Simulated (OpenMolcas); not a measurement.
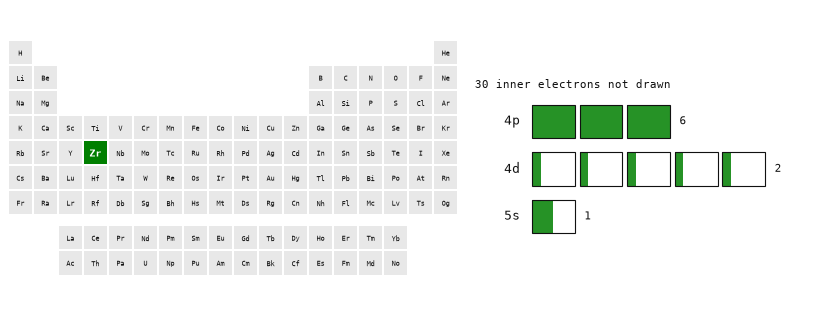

**Figure 1.** Left, the place of zirconium in the periodic table; right, the outer shells of the leading configuration of the lowest level: a box for each of the 2l + 1 orbitals, shaded by the share of the shell that is filled, with the electron count at the right.

# Multiconfigurational calculation: Zr⁺ (part 1 of 2)

System: Zr⁺.
Method: state-averaged CASSCF, active space 3 electrons in the shells 4d 5s, basis ANO-R2, X2C scalar Hamiltonian, spin-orbit coupling by RASSI with atomic mean-field integrals (OpenMolcas).

Summary:

- outcome: converged
- lowest level: 4d² 5s ⁴F₃/₂
- first excited level: 4d² 5s ⁴F₅/₂, 305 cm⁻¹ (measured: 315)
- energy of the lowest spin-free term: −3596.02068 hartree
- energy of the lowest spin-orbit level: −3596.02405 hartree
- largest spread among components of a term: 0.0 cm⁻¹
- hardware: 1 thread of Intel Xeon (Emerald Rapids), 360 GiB of memory available, shared host
- wall time: 38 s

Notes:

Without dynamic correlation the gaps between configurations can be off by an electronvolt or more. To bear in mind: single d shell misplaces d against s configurations; spin-free states above about 33,000 cm⁻¹ are left out of the spin-orbit step; only configurations of the active space are included.

The input:
```
&GATEWAY
Coord
1

Zr 0.0 0.0 0.0
Basis=ANO-R2
Group=XYZ
NoMove
AngMom=0.0 0.0 0.0
AMFI
&SEWARD
&RASSCF
FileOrb=start.orb
Symmetry=1
Spin=4
nActEl=3 0 0
Inactive=9 9
Ras2=6 0
CIRoot=20 20 1
SDav=20
CIMx=300
Iter=120 100
PrWF=0.3
OrbListing=Nothing
MaxOrb=0
Atom
>>> COPY $Project.JobIph JOB001
&RASSCF
FileOrb=start.orb
Symmetry=1
Spin=2
nActEl=3 0 0
Inactive=9 9
Ras2=6 0
CIRoot=64 64 1
SDav=70
CIMx=300
Iter=120 100
PrWF=0.3
OrbListing=Nothing
MaxOrb=0
Atom
>>> COPY $Project.JobIph JOB002
&RASSI
NrOfJobIphs=2 20 64
1 2 3 4 5 6 7 8 9 10 11 12 13 14 15 16 17 18 19 20
1 2 3 4 5 6 7 8 9 10 11 12 13 14 15 16 17 18 19 20 21 22 23 24 25 26 27
28 29 30 31 32 33 34 35 36 37 38 39 40 41 42 43 44 45 46 47 48 49 50 51
52 53 54 55 56 57 58 59 60 61 62 63 64
IphNames
JOB001
JOB002
EJob
SpinOrbit
DIPRint=1.0
SOCoupling=1000.0
Subsets=2
MEES
Property=10
'ANGMOM' 1 'ANGMOM' 2 'ANGMOM' 3 'MLTPL  1' 1 'MLTPL  1' 2 'MLTPL  1' 3
'AMFI' 1 'AMFI' 2 'AMFI' 3 'MLTPL  2' 6
SOProperty=3
'ANGMOM' 1 'ANGMOM' 2 'ANGMOM' 3
```

The file start.orb holds starting orbitals from an earlier step. A driver script formed the levels outside the program, from RASSI's spin-orbit matrix and the active-space energies, averaged over the components of each term or state.

Run as:
```bash
OMP_NUM_THREADS=1 MOLCAS_MEM=2252 MOLCAS_PROJECT=a pymolcas a.inp > a.log  # once for each step of the input, in one work folder
```

Log (extracts):
```
--- SEWARD ---
Basis set label: ZR.ANO-R...7S5P4D2F1G.

      Electronic valence basis set:
      ------------------
      Associated Effective Charge  40.000000 au
      Associated Actual Charge     40.000000 au
      Nuclear Model: Finite nucleus - Gaussian distribution
        Gaussian exponent, Xi/bohr**(-2):  2.25444E+08

      Shell  nPrim  nBasis  Cartesian Spherical Contaminant
         s      23       7        X
         p      15       5        X
         d      12       4                 X
         f       6       2                 X
         g       5       1                 X
                  Relativistic X2C integrals
                  Atomic mean-field integrals
--- RASSCF ---
Wave function specifications:
      -----------------------------

      Number of closed shell electrons          36
      Number of electrons in active shells       3
      Max number of holes in RAS1 space          0
      Max nr of electrons in RAS3 space          0
      Number of inactive orbitals               18
      Number of active orbitals                  6
      Number of secondary orbitals              41
      Spin quantum number                      1.5
      State symmetry                             1
Orbital specifications:
      -----------------------

      Symmetry species                           1   2
                                                ag  au
      Frozen orbitals                            0   0
      Inactive orbitals                          9   9
      Active orbitals                            6   0
      RAS1 orbitals                              0   0
      RAS2 orbitals                              6   0
      RAS3 orbitals                              0   0
      Secondary orbitals                        21  20
      Deleted orbitals                           0   0
      Number of basis functions                 36  29
      Number of CSFs                            20
      Number of root(s) required                20
      Iter CI   SX   CI       RASSCF       Energy    max ROT     max BLB   max BLB  Level Ln srch  Step   QN
          iter iter root      energy       change     param      element    value   shift minimum  type update
 Nr of preliminary CI iterations:   1
      Total energies have been shifted. Add                -3000.00 au
        1   1    3    0  -596.00125969    0.00E+00   6.61E-07    9  10 2  1.70E-06   0.34   0.00    SX    NO
        2   1    2    0  -596.00125969   -1.00E-11  -2.27E-07    9  10 2  4.59E-07   0.34   0.00    SX    NO
        3   1    2    0  -596.00125969   -3.18E-12   7.04E-08    9  10 2  1.74E-07   0.34   0.00    SX    NO
        4   1    1    0  -596.00125969    1.36E-12   0.00E+00    9  10 2  5.40E-08   0.34   0.00    SX    NO
      Convergence after  4 iterations
        5   1    1    0  -596.00125969    1.82E-12   0.00E+00    9  10 2  5.40E-08   0.34   0.00    SX    NO
      Natural orbitals and occupation numbers for root  1
      sym 1:  -0.000000   0.840489   0.159511   0.159511   0.840489   1.000000
      Natural orbitals and occupation numbers for root  2
      sym 1:   0.000000   0.095868   0.904132   0.095868   0.904132   1.000000
      Natural orbitals and occupation numbers for root  3
      sym 1:   0.823561   0.823561   0.176439   0.176439  -0.000000   1.000000
::    RASSCF root number  1 Total energy:  -3596.02068384
::    RASSCF root number  2 Total energy:  -3596.02068384
::    RASSCF root number  3 Total energy:  -3596.02068384
::    RASSCF root number  4 Total energy:  -3596.02068384
::    RASSCF root number  5 Total energy:  -3596.02068384
::    RASSCF root number  6 Total energy:  -3596.02068384
::    RASSCF root number  7 Total energy:  -3596.02068384
::    RASSCF root number  8 Total energy:  -3596.00595542
::    RASSCF root number  9 Total energy:  -3596.00595542
::    RASSCF root number 10 Total energy:  -3596.00595542
::    RASSCF root number 11 Total energy:  -3596.00595542
::    RASSCF root number 12 Total energy:  -3596.00595542
::    RASSCF root number 13 Total energy:  -3596.00595542
::    RASSCF root number 14 Total energy:  -3596.00595542
::    RASSCF root number 15 Total energy:  -3595.98048404
::    RASSCF root number 16 Total energy:  -3595.98048404
::    RASSCF root number 17 Total energy:  -3595.98048404
::    RASSCF root number 18 Total energy:  -3595.96575561
::    RASSCF root number 19 Total energy:  -3595.96575561
::    RASSCF root number 20 Total energy:  -3595.96575561
--- RASSCF ---
Wave function specifications:
      -----------------------------

      Number of closed shell electrons          36
      Number of electrons in active shells       3
      Max number of holes in RAS1 space          0
      Max nr of electrons in RAS3 space          0
      Number of inactive orbitals               18
      Number of active orbitals                  6
      Number of secondary orbitals              41
      Spin quantum number                      0.5
      State symmetry                             1
Orbital specifications:
      -----------------------

      Symmetry species                           1   2
                                                ag  au
      Frozen orbitals                            0   0
      Inactive orbitals                          9   9
      Active orbitals                            6   0
      RAS1 orbitals                              0   0
      RAS2 orbitals                              6   0
      RAS3 orbitals                              0   0
      Secondary orbitals                        21  20
      Deleted orbitals                           0   0
      Number of basis functions                 36  29
      Number of CSFs                            70
      Number of root(s) required                64
      Iter CI   SX   CI       RASSCF       Energy    max ROT     max BLB   max BLB  Level Ln srch  Step   QN
          iter iter root      energy       change     param      element    value   shift minimum  type update
 Nr of preliminary CI iterations:   1
      Total energies have been shifted. Add                -3000.00 au
        1   1    7    0  -595.94991035    0.00E+00  -7.26E-03    9  15 1 -8.48E-03*  0.33   0.00    SX    NO
        2   1    7    0  -595.95009936   -1.89E-04* -2.51E-03    8  15 2 -2.36E-03*  0.33   0.00    SX    NO
        3   1    6    0  -595.95012288   -2.35E-05* -1.11E-03    8  12 2  5.84E-04*  0.33   0.00    SX    NO
        4   1    6    0  -595.95012643   -3.54E-06*  4.47E-04    8  12 2  3.35E-04*  0.33   0.00    SX    NO
        5   1    6    0  -595.95012700   -5.75E-07*  3.10E-04    8  12 2  1.18E-04*  0.33   1.70    LS   YES
        6   1    5    0  -595.95012711   -1.09E-07* -2.08E-05    8  15 2  6.88E-05   0.33   0.96    QN   YES
        7   1    5    0  -595.95012712   -4.36E-09   5.52E-06    9  15 1  1.04E-05   0.33   0.88    QN   YES
      Convergence after  7 iterations
        8   1    5    0  -595.95012712   -2.09E-10   5.52E-06    9  15 1  1.86E-06   0.33   0.88    QN   YES
      Natural orbitals and occupation numbers for root  1
      sym 1:   0.057477   0.440517   0.414505   0.645487   0.537319   0.904694
      Natural orbitals and occupation numbers for root  2
      sym 1:   0.539669   0.068834   0.642189   0.487214   0.356451   0.905641
      Natural orbitals and occupation numbers for root  3
      sym 1:   0.061127   0.644395   0.538092   0.386832   0.464540   0.905013
::    RASSCF root number  1 Total energy:  -3595.99444716
::    RASSCF root number  2 Total energy:  -3595.99444716
::    RASSCF root number  3 Total energy:  -3595.99444716
::    RASSCF root number  4 Total energy:  -3595.99444716
::    RASSCF root number  5 Total energy:  -3595.99444716
::    RASSCF root number  6 Total energy:  -3595.98740446
::    RASSCF root number  7 Total energy:  -3595.98740446
::    RASSCF root number  8 Total energy:  -3595.98740446
::    RASSCF root number  9 Total energy:  -3595.97984352
::    RASSCF root number 10 Total energy:  -3595.97984352
::    RASSCF root number 11 Total energy:  -3595.97984352
::    RASSCF root number 12 Total energy:  -3595.97984352
::    RASSCF root number 13 Total energy:  -3595.97984352
::    RASSCF root number 14 Total energy:  -3595.97984352
::    RASSCF root number 15 Total energy:  -3595.97984352
::    RASSCF root number 16 Total energy:  -3595.97708958
::    RASSCF root number 17 Total energy:  -3595.97708958
::    RASSCF root number 18 Total energy:  -3595.97708958
::    RASSCF root number 19 Total energy:  -3595.97708958
::    RASSCF root number 20 Total energy:  -3595.97708958
::    RASSCF root number 21 Total energy:  -3595.97708958
::    RASSCF root number 22 Total energy:  -3595.97708958
::    RASSCF root number 23 Total energy:  -3595.97708958
::    RASSCF root number 24 Total energy:  -3595.97708958
::    RASSCF root number 25 Total energy:  -3595.95163602
::    RASSCF root number 26 Total energy:  -3595.95163602
::    RASSCF root number 27 Total energy:  -3595.95163602
::    RASSCF root number 28 Total energy:  -3595.95163602
::    RASSCF root number 29 Total energy:  -3595.95163602
::    RASSCF root number 30 Total energy:  -3595.95163602
```

(Continued in part 2.)
